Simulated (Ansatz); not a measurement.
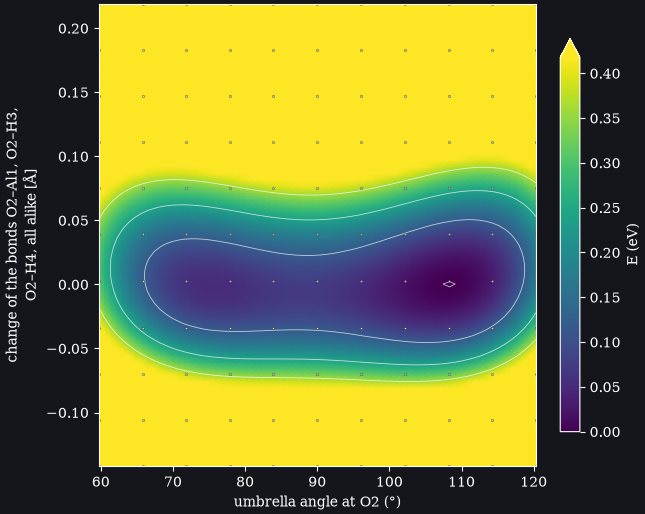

Al(H2O)F3. Coordinates scanned: (1) umbrella angle at O2 (between each of its bonds and their common axis; 90 is planar); (2) change of the bonds O2–Al1, O2–H3, O2–H4, all alike. Nothing is relaxed (all other coordinates rigid). Grid: 11 × 11 points. Points are written as (first, second). Energies: eV, counted from the lowest grid point. Method: Ansatz 0.2.0, RKS r2SCAN-D4/def2-TZVP.

In the figure: a smooth colour map with a few white contour lines, dots at the grid points, one colour for all values above the top of the scale. Between grid points the surface is interpolated.

Where is the minimum, and how stiff is the well along each coordinate?

Answer. The interpolated minimum is at the first coordinate ≈ 108.3°, the second coordinate ≈ 0.000 Å. The curvatures there are about 5 eV/rad² and 111 eV/Å², with a cross term of about −5.3 eV/(rad·Å). Round the minimum the valley is somewhat tilted: raising the first coordinate shifts the best value of the second coordinate upwards (coupling k₁₂/√(k₁₁k₂₂) about −0.2).
